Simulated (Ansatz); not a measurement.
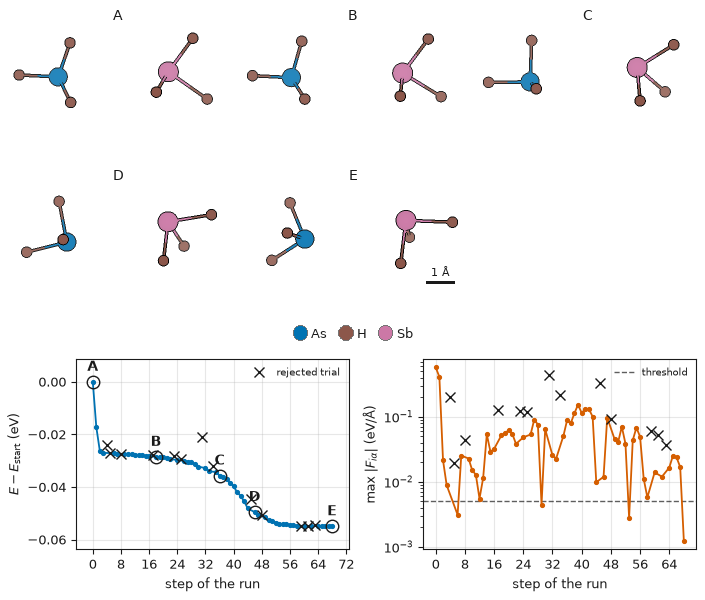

Frames of a relaxation of SbAsH₆, marked on the history of the run. Style: ball-and-stick. Shown face on.

Theory: RKS PBE0-D4/def2-TZVP (Ansatz).

Input
```yaml
crystal:
  periodic: [false, false, false]
  atoms:
    - {symbol: As, position_ang: [-0.348933, -0.725196, -2.183624]}
    - {symbol: H, position_ang: [-0.183755, -0.139715, -3.602287]}
    - {symbol: H, position_ang: [-0.954038, 0.598619, -1.677351]}
    - {symbol: H, position_ang: [1.065952, -0.258908, -1.787943]}
    - {symbol: Sb, position_ang: [0.073998, -0.434328, 1.831599]}
    - {symbol: H, position_ang: [-0.283220, 1.217999, 1.445163]}
    - {symbol: H, position_ang: [1.497341, 0.057839, 2.691194]}
    - {symbol: H, position_ang: [-0.867345, -0.316411, 3.283248]}
basis:
  gaussian: {orbitals: def2-TZVP}
hamiltonian: {xc: pbe0, dispersion: d4}
relax: {f_tol: 0.005, max_steps: 200}
```

Command:
```bash
ansatz run in.yaml --threads 4 --pin off --events-out ev --progress --plain --max-ram 9574MiB
```

> Describe the path.

After 55 accepted moves (68 points after the start) the energy has fallen by 0.055 eV. The largest force component goes from 0.57 to 0.0012 eV/Å. The line search rejected the trial steps at points 4, 5, 8, 17, 23, 25, 31, 34 and more of the run. The forces were under the threshold at step 6, but the run went on from there. The largest move after the best rigid fit is that of H8, 1.60 Å. By element the largest moves are H 1.60 Å, Sb 0.89 Å, As 0.67 Å. Some distances before and after: Sb5–H6 1.734 → 1.706 Å, As1–H2 1.544 → 1.521 Å. The run took 100 s on 4 threads of Arm Neoverse V1, on a shared host. From step 0 to 18: H6 moves most (0.39 Å), energy −0.029 eV. From step 18 to 36: H atoms move most (0.56 Å), energy −0.007 eV. From step 36 to 46: H atoms move most (0.49 Å), energy −0.014 eV. From step 46 to 68: H atoms move most (0.49 Å), energy −0.005 eV.

Limits of the set-up: the start holds two separate molecules, 3.3 Å apart at their closest, whose relative position is a soft coordinate.
